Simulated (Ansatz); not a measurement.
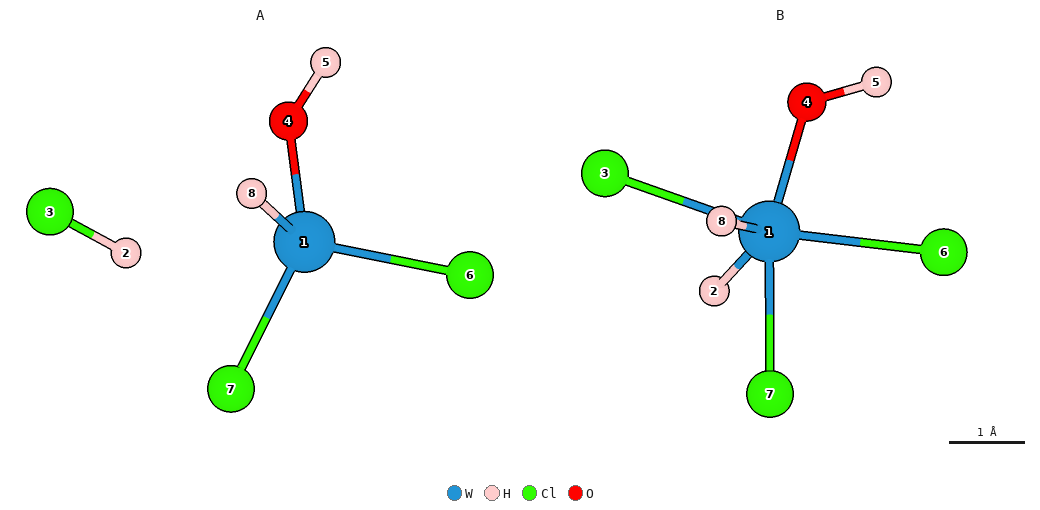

Two geometries of WH$_{3}$OCl$_{3}$, drawn at one scale. One is the start of a relaxation, the other its converged end. The picture is a ball-and-stick view, seen at a tilt.

Level of theory: RKS PBE/def2-SVP (Ansatz 0.2.0). (no spin polarisation; force threshold 0.03 eV/Å; at most 50 steps)

**Which geometry has the lower energy?**

Structure B is the relaxed one. The run prepares an end point of a later path (reaction) calculation, from a guessed geometry. After 15 accepted moves (17 points after the start) the energy has fallen by 137.6 kJ/mol. Largest force component: 0.77 eV/Å at the start, 0.02 eV/Å at the end. The line search rejected the trial steps at points 5, 14 of the run. H2 moves most after the best rigid fit: 1.06 Å. Largest moves by element: H 1.06 Å, Cl 0.91 Å, W 0.79 Å, O 0.28 Å. Among the contacts that change: W1–H2 2.917 → 1.684 Å, W1–Cl3 3.588 → 2.356 Å, H2–Cl3 1.343 → 2.427 Å, W1–Cl6 2.277 → 2.369 Å. New bonds form, among them: W1–Cl3 (3.59 → 2.36 Å), W1–H2 (2.92 → 1.68 Å). Bonds break, among them: H2–Cl3 (1.34 → 2.43 Å). Among the angles between lasting bonds that change: O4–W1–Cl6 106.1° → 80.4°, Cl6–W1–Cl7 105.0° → 83.9°, O4–W1–Cl7 145.0° → 164.2°. Cost: 27 s on 4 threads of Arm Neoverse V2, with other jobs on the host, peak memory 0.18 GiB.

Limits of the set-up: the start holds two separate molecules, 2.9 Å apart at their closest, whose relative position is a soft coordinate and is computed without a dispersion correction.
